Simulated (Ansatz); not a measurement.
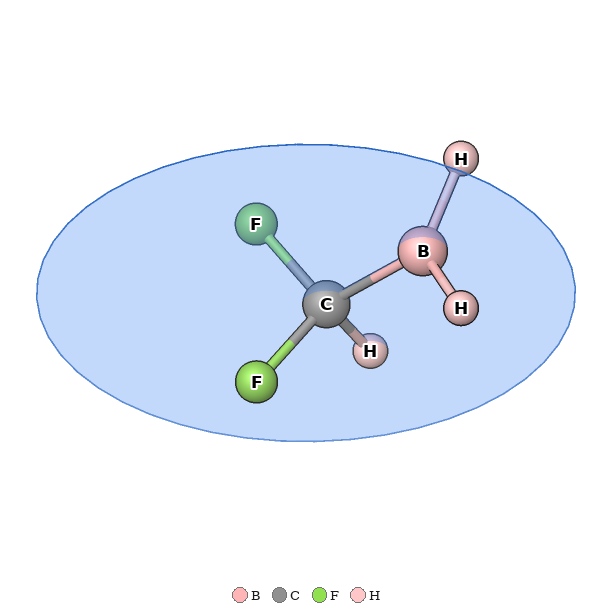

All proper rotation axes (lines) and mirror planes (discs) of the structure are drawn in. Atoms fade into the background with distance from the viewer. The geometry was computed by an optimisation with PBE0-D4/def2-TZVP. No frequency run is at hand to confirm it as a minimum.

Name the symmetry elements and the point group.

It has 1 mirror plane. Point group Cs. The group has 2 operations. The geometry is achiral, and symmetry allows a dipole moment.
